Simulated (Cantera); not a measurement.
Input: 1 mol Si3N4, 0.22 mol C, a varied amount of H2, held at 1500 °C and 1 atm.

These are equilibrium values from Cantera (NASA tables, ideal gas, pure condensed phases), not measurements of a reactor. Candidate condensed phases: C, C6H6, C7H8, C8H18, Si, SiC, Si3N4; 105 gas species. Mutual solubility and eutectic melting of coexisting phases are not modelled. Rates play no part.

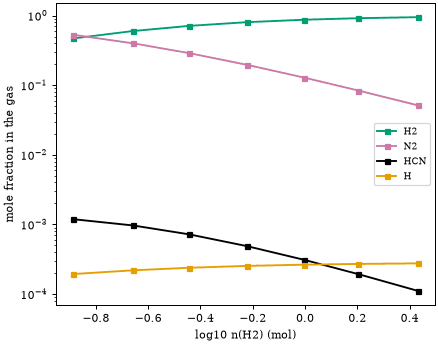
Equilibrium gas composition (values under 1e-9 drawn at 1e-9)

Task: Read off the mole fractions at 0.6 mol H2.

Result: H2 about 0.80, N2 about 0.20, HCN about 0.00049, H about 0.00025.
